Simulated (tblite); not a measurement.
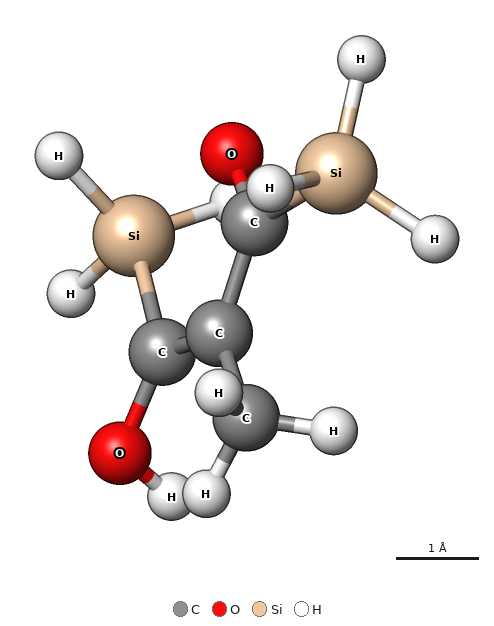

Fig. 1: The starting structure (ball-and-stick view, seen at a tilt). Bond lengths as drawn: C–C 1.35 to 1.50 Å, C–H 1.09 Å, C–O 1.24 to 1.38 Å, C–Si 1.91 to 1.92 Å, H–O 0.96 Å and H–Si 1.46 to 1.48 Å.

C$_{4}$H$_{10}$O$_{2}$Si$_{2}$: saddle-point search

- system: C$_{4}$H$_{10}$O$_{2}$Si$_{2}$
- method: GFN2-xTB saddle search (eigenvector following) and harmonic vibrations, gas phase (tblite 0.8.0)

Input file
```
{"job": {"xc": "GFN2-xTB", "basis": "xTB", "kind": "saddle"}, "charge": 0, "multiplicity": 1}
C     -0.916777    -1.408914    -0.969859
C     -0.019459    -0.432316    -0.275495
C     -0.547222     0.808996     0.241178
O      0.204160     1.601845     0.817774
Si    -2.386623     1.321645     0.088360
C      1.302237    -0.613307    -0.068627
O      1.942040    -1.729087    -0.561902
Si     2.318428     0.725526     0.829436
H     -1.658913    -1.807079    -0.278314
H     -0.323973    -2.230414    -1.366936
H     -1.443705    -0.931340    -1.793883
H     -2.712123     1.453404    -1.332988
H     -2.527776     2.584676     0.801009
H     -3.217258     0.271084     0.682140
H      1.916658    -2.440599     0.083638
H      1.952281     0.773974     2.244794
H      2.452563     1.947801     0.046613
H      3.665462     0.104107     0.813062
```

The first line tells a small driver script what to run in tblite; the rest is the geometry in Å.

Machine: 1 CPU thread, shared host.

Launched with:
```bash
OMP_NUM_THREADS=1 python <driver script> task.json out
```

The program's output
```
step      E/eV     max force
  0    -686.02162   0.0657
  1    -686.02285   0.1268
  2    -686.02290   0.0371
  3    -686.02341   0.0568
  4    -686.02362   0.0344
  5    -686.02373   0.0054
  6    -686.02377   0.0058
  7    -686.02377   0.0000
lowest wavenumbers (cm-1): -588.5 64.2 88.9 107.3 127.4 130.2
```

Trajectory as extended XYZ (Å, eV, eV/Å), 8 frames, from step=0 to step=7
```
18
Properties=species:S:1:pos:R:3:forces:R:3 step=0 energy=-686.02162
C    -0.9168   -1.4089   -0.9699   -0.0080  -0.0040  -0.0020
C    -0.0195   -0.4323   -0.2755   -0.0080  -0.0050  -0.0030
C    -0.5472    0.8090    0.2412    0.0090   0.0030   0.0080
O     0.2042    1.6018    0.8178   -0.0080  -0.0210  -0.0020
Si   -2.3866    1.3216    0.0884   -0.0010   0.0000  -0.0010
C     1.3022   -0.6133   -0.0686   -0.0050   0.0150  -0.0030
O     1.9420   -1.7291   -0.5619    0.0130   0.0010   0.0220
Si    2.3184    0.7255    0.8294    0.0000  -0.0050  -0.0050
H    -1.6589   -1.8071   -0.2783   -0.0080  -0.0070  -0.0010
H    -0.3240   -2.2304   -1.3669   -0.0120  -0.0010  -0.0100
H    -1.4437   -0.9313   -1.7939   -0.0030   0.0140   0.0050
H    -2.7121    1.4534   -1.3330   -0.0030   0.0050   0.0000
H    -2.5278    2.5847    0.8010   -0.0090   0.0010  -0.0060
H    -3.2173    0.2711    0.6821    0.0010   0.0000   0.0000
H     1.9167   -2.4406    0.0836    0.0350   0.0530   0.0170
H     1.9523    0.7740    2.2448    0.0020  -0.0120  -0.0050
H     2.4526    1.9478    0.0466    0.0070  -0.0070  -0.0090
H     3.6655    0.1041    0.8131   -0.0040  -0.0300  -0.0050
18
Properties=species:S:1:pos:R:3:forces:R:3 step=1 energy=-686.02285
C    -0.9203   -1.4141   -0.9594   -0.0560  -0.0470  -0.0390
C    -0.0205   -0.4349   -0.2711   -0.0080  -0.0040  -0.0040
C    -0.5472    0.8101    0.2394    0.0020   0.0010   0.0020
O     0.2037    1.6035    0.8152   -0.0020  -0.0060  -0.0010
Si   -2.3854    1.3261    0.0746   -0.0050   0.0000  -0.0020
C     1.3023   -0.6094   -0.0673    0.0010   0.0010  -0.0030
O     1.9524   -1.7250   -0.5464   -0.0010  -0.0030   0.0150
Si    2.3229    0.7262    0.8268    0.0010  -0.0010  -0.0010
H    -1.6055   -1.8762   -0.2428    0.0680   0.0410  -0.0880
H    -0.3201   -2.1942   -1.4309   -0.0780   0.0740   0.0410
H    -1.5162   -0.9155   -1.7269    0.0630  -0.0660   0.0880
H    -2.6940    1.4866   -1.3482    0.0010   0.0020   0.0070
H    -2.5392    2.5775    0.8053   -0.0020  -0.0040  -0.0030
H    -3.2220    0.2637    0.6386    0.0030   0.0050  -0.0030
H     1.9064   -2.4352    0.0990    0.0100   0.0200  -0.0030
H     1.9571    0.7731    2.2422    0.0010  -0.0030  -0.0010
H     2.4622    1.9475    0.0442    0.0020  -0.0020  -0.0020
H     3.6634    0.0901    0.8077   -0.0020  -0.0070  -0.0010
18
Properties=species:S:1:pos:R:3:forces:R:3 step=2 energy=-686.02290
C    -0.9197   -1.4116   -0.9631    0.0130   0.0120   0.0090
C    -0.0201   -0.4348   -0.2714    0.0000  -0.0010   0.0000
C    -0.5478    0.8082    0.2428    0.0030   0.0010   0.0020
O     0.2029    1.6012    0.8195   -0.0020  -0.0070   0.0000
Si   -2.3866    1.3224    0.0813    0.0000   0.0000  -0.0010
C     1.3030   -0.6089   -0.0691   -0.0020   0.0040  -0.0020
O     1.9533   -1.7226   -0.5521    0.0030  -0.0020   0.0120
Si    2.3227    0.7268    0.8266    0.0000  -0.0020  -0.0020
H    -1.6414   -1.8320   -0.2645   -0.0230  -0.0150   0.0250
H    -0.3280   -2.2183   -1.3887    0.0160  -0.0200  -0.0160
H    -1.4703   -0.9248   -1.7647   -0.0190   0.0240  -0.0210
H    -2.7004    1.4716   -1.3411   -0.0010   0.0020   0.0000
H    -2.5380    2.5782    0.8044   -0.0030   0.0000  -0.0020
H    -3.2212    0.2647    0.6564    0.0000   0.0000   0.0000
H     1.9093   -2.4350    0.0910    0.0130   0.0200   0.0030
H     1.9592    0.7707    2.2426    0.0010  -0.0040  -0.0020
H     2.4584    1.9500    0.0462    0.0020  -0.0030  -0.0030
H     3.6647    0.0943    0.8040   -0.0020  -0.0100  -0.0010
18
Properties=species:S:1:pos:R:3:forces:R:3 step=3 energy=-686.02341
C    -0.9210   -1.4137   -0.9590   -0.0250  -0.0220  -0.0180
C    -0.0205   -0.4354   -0.2702   -0.0050  -0.0020  -0.0020
C    -0.5475    0.8093    0.2411    0.0010   0.0010   0.0010
O     0.2030    1.6022    0.8180   -0.0010  -0.0020  -0.0010
Si   -2.3856    1.3252    0.0743    0.0000   0.0000   0.0000
C     1.3027   -0.6080   -0.0679    0.0000   0.0020   0.0000
O     1.9556   -1.7224   -0.5454    0.0010   0.0010   0.0000
Si    2.3240    0.7264    0.8265    0.0000  -0.0010  -0.0010
H    -1.6095   -1.8715   -0.2459    0.0320   0.0180  -0.0400
H    -0.3241   -2.1959   -1.4271   -0.0340   0.0340   0.0180
H    -1.5116   -0.9155   -1.7281    0.0270  -0.0300   0.0400
H    -2.6937    1.4827   -1.3486    0.0000   0.0020   0.0000
H    -2.5413    2.5781    0.8015   -0.0010   0.0000   0.0000
H    -3.2221    0.2641    0.6402    0.0000   0.0000  -0.0010
H     1.9056   -2.4337    0.0981    0.0030   0.0040   0.0040
H     1.9600    0.7701    2.2424    0.0000  -0.0010   0.0000
H     2.4625    1.9491    0.0461    0.0010  -0.0010  -0.0010
H     3.6636    0.0887    0.8040    0.0000  -0.0030   0.0000
18
Properties=species:S:1:pos:R:3:forces:R:3 step=4 energy=-686.02362
C    -0.9229   -1.4203   -0.9493   -0.0170  -0.0090  -0.0060
C    -0.0219   -0.4380   -0.2667   -0.0030   0.0000   0.0010
C    -0.5480    0.8089    0.2402   -0.0010  -0.0010   0.0000
O     0.2033    1.6036    0.8135   -0.0010   0.0000  -0.0010
Si   -2.3844    1.3298    0.0680   -0.0230   0.0010  -0.0080
C     1.3019   -0.6086   -0.0665   -0.0010   0.0000   0.0010
O     1.9554   -1.7241   -0.5404    0.0020   0.0040  -0.0050
Si    2.3245    0.7287    0.8218   -0.0010   0.0000   0.0000
H    -1.5881   -1.8986   -0.2283    0.0210   0.0130  -0.0240
H    -0.3252   -2.1868   -1.4399   -0.0170   0.0130   0.0070
H    -1.5377   -0.9216   -1.6977    0.0160  -0.0150   0.0220
H    -2.6708    1.5333   -1.3555    0.0060  -0.0050   0.0330
H    -2.5481    2.5605    0.8328    0.0010  -0.0200  -0.0130
H    -3.2317    0.2520    0.5886    0.0170   0.0250  -0.0110
H     1.9053   -2.4332    0.1052   -0.0010  -0.0040   0.0050
H     1.9624    0.7766    2.2380    0.0000   0.0000   0.0000
H     2.4624    1.9484    0.0367    0.0000   0.0000   0.0000
H     3.6635    0.0895    0.7995    0.0000  -0.0010   0.0000
18
Properties=species:S:1:pos:R:3:forces:R:3 step=5 energy=-686.02373
C    -0.9225   -1.4193   -0.9510   -0.0010  -0.0020  -0.0030
C    -0.0218   -0.4379   -0.2667    0.0000   0.0000   0.0000
C    -0.5482    0.8085    0.2410    0.0000   0.0000   0.0000
O     0.2027    1.6026    0.8156    0.0000   0.0000   0.0000
Si   -2.3845    1.3293    0.0684    0.0030  -0.0010   0.0010
C     1.3019   -0.6086   -0.0663    0.0000   0.0000   0.0000
O     1.9558   -1.7237   -0.5407    0.0000   0.0000   0.0000
Si    2.3244    0.7282    0.8227    0.0000   0.0000   0.0000
H    -1.5891   -1.8964   -0.2319    0.0030   0.0010  -0.0030
H    -0.3258   -2.1863   -1.4408   -0.0030   0.0040   0.0020
H    -1.5349   -0.9201   -1.6999    0.0010  -0.0020   0.0040
H    -2.6741    1.5231   -1.3537    0.0000   0.0000  -0.0040
H    -2.5471    2.5640    0.8244    0.0000   0.0030   0.0020
H    -3.2300    0.2569    0.5976   -0.0020  -0.0030   0.0010
H     1.9052   -2.4332    0.1046    0.0000   0.0000   0.0000
H     1.9631    0.7747    2.2392    0.0000   0.0000   0.0000
H     2.4612    1.9488    0.0388    0.0000   0.0000   0.0000
H     3.6636    0.0895    0.7988    0.0000   0.0000   0.0000
18
Properties=species:S:1:pos:R:3:forces:R:3 step=6 energy=-686.02377
C    -0.9225   -1.4204   -0.9500   -0.0030  -0.0020  -0.0010
C    -0.0220   -0.4379   -0.2668    0.0000   0.0000   0.0000
C    -0.5481    0.8091    0.2397    0.0000   0.0000   0.0000
O     0.2031    1.6035    0.8137    0.0000   0.0000   0.0000
Si   -2.3841    1.3308    0.0666    0.0000   0.0000   0.0000
C     1.3015   -0.6090   -0.0655    0.0000   0.0000   0.0000
O     1.9548   -1.7249   -0.5389    0.0000   0.0000   0.0000
Si    2.3242    0.7281    0.8227    0.0000   0.0000   0.0000
H    -1.5753   -1.9111   -0.2272    0.0030   0.0020  -0.0040
H    -0.3248   -2.1771   -1.4544   -0.0030   0.0030   0.0020
H    -1.5490   -0.9195   -1.6858    0.0030  -0.0030   0.0040
H    -2.6714    1.5291   -1.3557    0.0000   0.0000   0.0000
H    -2.5472    2.5636    0.8259    0.0000   0.0000   0.0000
H    -3.2308    0.2568    0.5914    0.0000   0.0000   0.0000
H     1.9043   -2.4336    0.1073    0.0000   0.0000   0.0000
H     1.9620    0.7764    2.2389    0.0000   0.0000   0.0000
H     2.4623    1.9477    0.0375    0.0000   0.0000   0.0000
H     3.6630    0.0886    0.8006    0.0000   0.0000   0.0000
18
Properties=species:S:1:pos:R:3:forces:R:3 step=7 energy=-686.02377
C    -0.9224   -1.4203   -0.9501    0.0000   0.0000   0.0000
C    -0.0220   -0.4379   -0.2668    0.0000   0.0000   0.0000
C    -0.5481    0.8091    0.2397    0.0000   0.0000   0.0000
O     0.2031    1.6034    0.8137    0.0000   0.0000   0.0000
Si   -2.3841    1.3308    0.0667    0.0000   0.0000   0.0000
C     1.3015   -0.6090   -0.0656    0.0000   0.0000   0.0000
O     1.9548   -1.7249   -0.5389    0.0000   0.0000   0.0000
Si    2.3241    0.7281    0.8228    0.0000   0.0000   0.0000
H    -1.5752   -1.9111   -0.2275    0.0000   0.0000   0.0000
H    -0.3249   -2.1770   -1.4545    0.0000   0.0000   0.0000
H    -1.5489   -0.9196   -1.6858    0.0000   0.0000   0.0000
H    -2.6717    1.5286   -1.3556    0.0000   0.0000   0.0000
H    -2.5471    2.5639    0.8255    0.0000   0.0000   0.0000
H    -3.2308    0.2571    0.5920    0.0000   0.0000   0.0000
H     1.9043   -2.4336    0.1072    0.0000   0.0000   0.0000
H     1.9620    0.7763    2.2390    0.0000   0.0000   0.0000
H     2.4624    1.9477    0.0376    0.0000   0.0000   0.0000
H     3.6630    0.0886    0.8007    0.0000   0.0000   0.0000
```

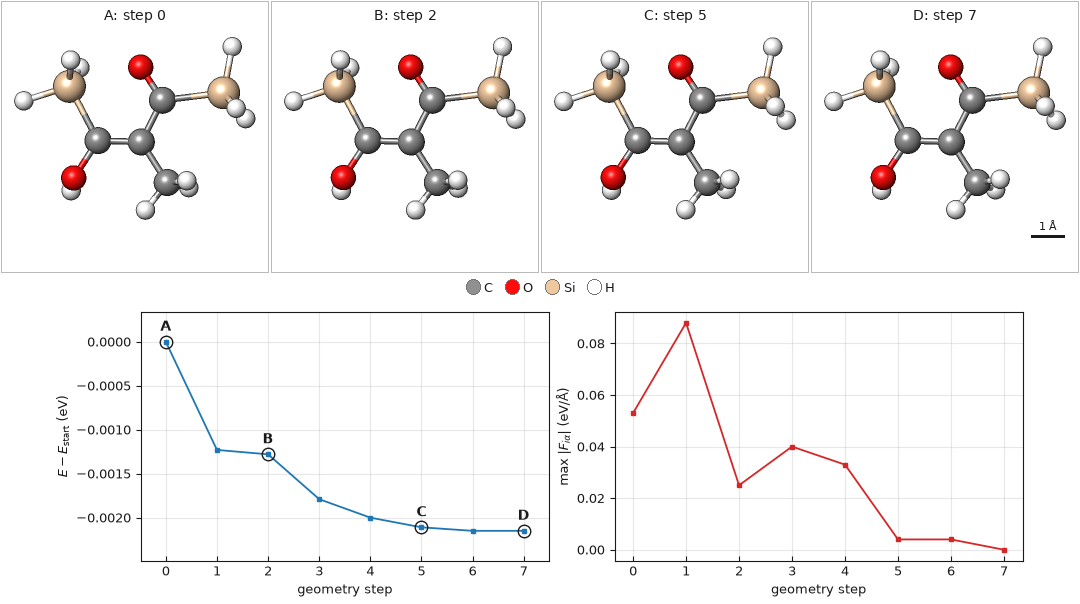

Fig. 2: Frames of the saddle-point search (ball-and-stick view, seen on its broad side) above the curves, on which the letters mark them (steps are counted from 0).

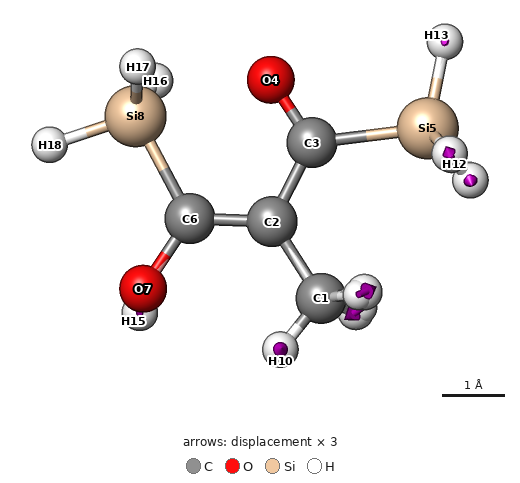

Fig. 3: Start (faint) and end (solid) with the displacements as pink arrows, magnified 3 times (ball-and-stick view, seen on its broad side). The two geometries are laid on each other by the best rigid fit. The energy falls by 0.002 eV in 7 geometry steps. The largest force component goes from 0.053 to under 0.0001 eV/Å. H11 moves most after the best rigid fit: 0.15 Å. Largest moves by element: H 0.15 Å, O 0.03 Å, Si 0.02 Å, C 0.02 Å. (Atoms are counted from 1 in the order of the input.)

Summary

```json
{"quantity": "outcome", "value": "converged"}
{"quantity": "total energy", "value": "−686.0238 eV"}
{"quantity": "point group", "value": "C1"}
{"quantity": "wall time", "value": "4.6 s"}
{"quantity": "peak memory", "value": "0.19 GiB"}
```
